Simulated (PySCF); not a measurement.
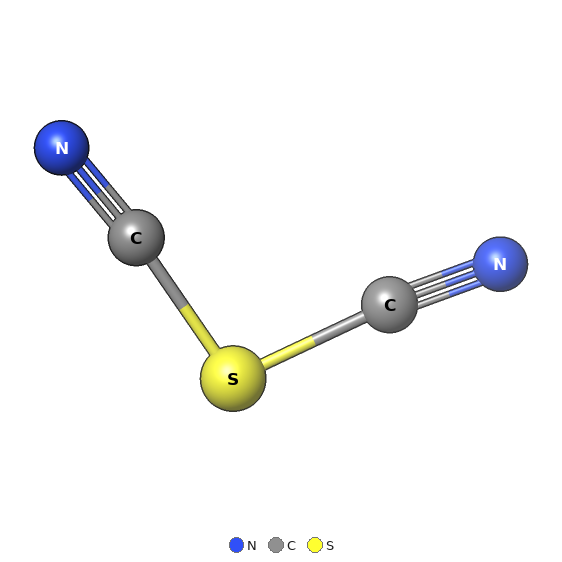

All atoms lie in one plane, which faces the viewer. The computed structure is the end point of a PBE0-D3(BJ)/def2-SVP optimisation. No frequency run is at hand to confirm it as a minimum.

Question: Which symmetry elements does this geometry have?

Answer: It has 1 C2 axis and 2 mirror planes, so the point group is C2v. The group has 4 operations. The geometry is achiral, and symmetry allows a dipole moment.
